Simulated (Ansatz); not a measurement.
A structure file:

```yaml
crystal:
  lattice:
    - [5.40194, 0.00000, 0.00000]
    - [0.00000, 5.40194, 0.00000]
    - [0.00000, 0.00000, 5.40194]
  atoms:
    - { symbol: Si, position: [0.25000, 0.25000, 0.25000] }
    - { symbol: Si, position: [0.50000, 0.00000, 0.50000] }
    - { symbol: Si, position: [0.25000, 0.75000, 0.75000] }
    - { symbol: Si, position: [0.50000, 0.50000, 0.00000] }
    - { symbol: Si, position: [0.75000, 0.25000, 0.75000] }
    - { symbol: Si, position: [0.00000, 0.00000, 0.00000] }
    - { symbol: Si, position: [0.75000, 0.75000, 0.25000] }
    - { symbol: Si, position: [0.00000, 0.50000, 0.50000] }
```

### Before looking at a picture, describe the arrangement of atoms.

The element is silicon. The symmetry is that of Fd-3m (No. 227), on a face-centred cubic lattice. The structure is of the kind named diamond. The cell holds eight atoms. About every Si there are four Si in a tetrahedral arrangement at 2.34 Å. The bonds build a three-dimensional framework.

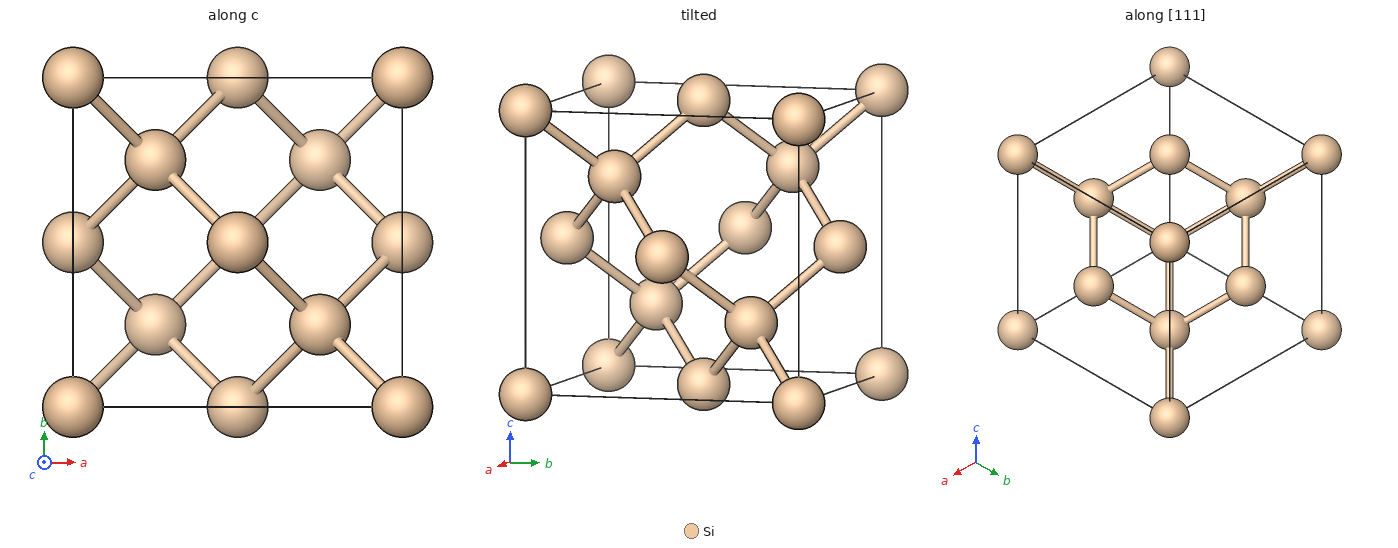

A ball-and-stick rendering, viewed along the c axis, slightly off an axis and along [111]. The edges of the conventional unit cell are marked.

The cell started as a structure listed in the Materials Project. Earlier steps of the study may have refined or changed the cell and positions. A calculation with Ansatz used it as input.
